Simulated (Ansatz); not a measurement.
## Correcting a cheap level on N-containing molecules

The dipole moment in D of 6 N-containing molecules: x at HF/3-21G, y as measured (NIST CCCBDB). Shapes, held fixed at every level: PBE0-D4/def2-TZVP; PN at the measured bond length. Programs: Ansatz 0.2.0.

```
                     molecule  x (D)  y (D)
C2F3N (cyanotrifluoromethane)   0.79   1.33
             C3H3NO (oxazole)   1.60   1.50
           CH5N (methylamine)   1.70      ?
      PN (phosphorus nitride)   2.38   2.75
       HCN (hydrogen cyanide)   3.07   2.98
        C3HN (cyanoacetylene)   3.92   3.72
```

Task: Fit y = c + s·x to the known rows and predict y for CH5N.

Result: 
1. Means of the 5 rows: x = 2.3520, y = 2.456.
2. Σ(Δx)² = 5.9803, Σ(Δx·Δy) = 4.8441, so the slope is 4.8441/5.9803 = 0.81001.
3. Intercept: 2.456 − (0.81001) × 2.3520 = 0.551. The largest residual of the fit is 0.35.
4. CH5N: 0.551 + 0.81001 × 1.70 = 1.93 D.

The measured value is 1.31 D, so the prediction is off by +0.62 D, more than the largest residual. Uncorrected, HF/3-21G misses it by +0.39 D, and the other rows by 0.26 on average. The line makes this one worse. Left out in turn, the other rows are missed by 0.26 D on average, hardly better than no correction. The tabulated value of C2F3N is in doubt (older tables, estimates, or at odds with other calculations) and kept here.

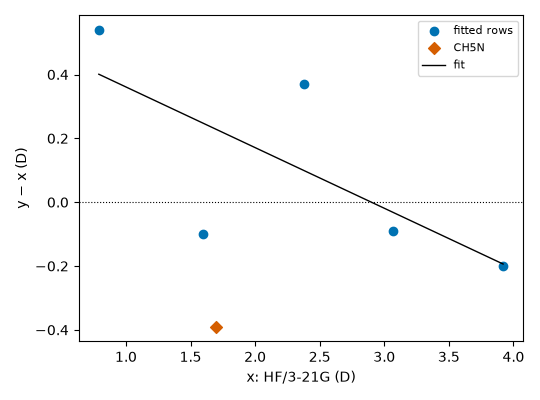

The correction y − x against x, with the fitted line and the withheld molecule.
